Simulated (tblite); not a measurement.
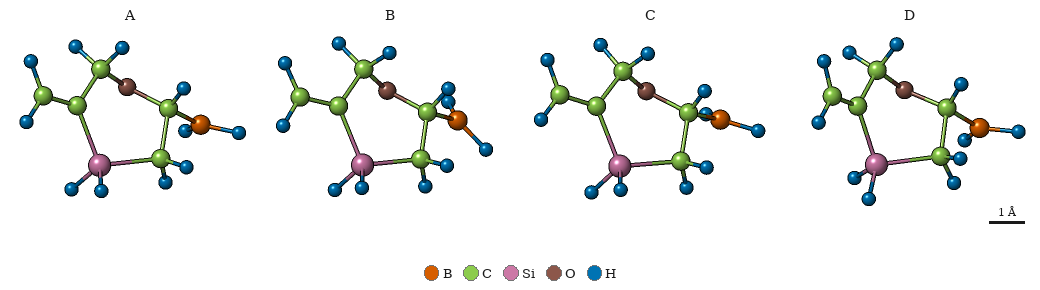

4 geometries from one relaxation of C₅H₁₁BOSi, in shuffled order. The picture is a ball-and-stick view, seen at a tilt.

These are results of GFN2-xTB geometry optimisation, gas phase in tblite 0.8.0, not measurements. 

**Put them in the order of the run, from the start to the converged end.**

B, C, A, D. They are steps 0, 40, 76, 118, at +0.568 eV, +0.101 eV, +0.041 eV relative to the last. The largest move after the best rigid fit is that of an H atom, 1.14 Å. Largest moves by element: H 1.14 Å, C 0.56 Å, Si 0.51 Å, B 0.30 Å, O 0.15 Å. Near-neighbour distances that change, for instance: O–Si 2.847 → 2.687 Å, C–Si 1.854 → 1.907 Å, C–C 1.508 → 1.558 Å, C–O 1.378 → 1.421 Å. Bond angles that change, for instance: B–C–C 105.2° → 91.2°, B–C–H 105.7° → 118.1°, O–C–H 113.7° → 105.3°. Groups turn about B–C by about 45°, C–Si by about 35°, C–C by about 35°. After 118 geometry steps the energy has fallen by 0.568 eV. Cost: 1.6 s on 1 thread of Arm Neoverse N1 (shared host).
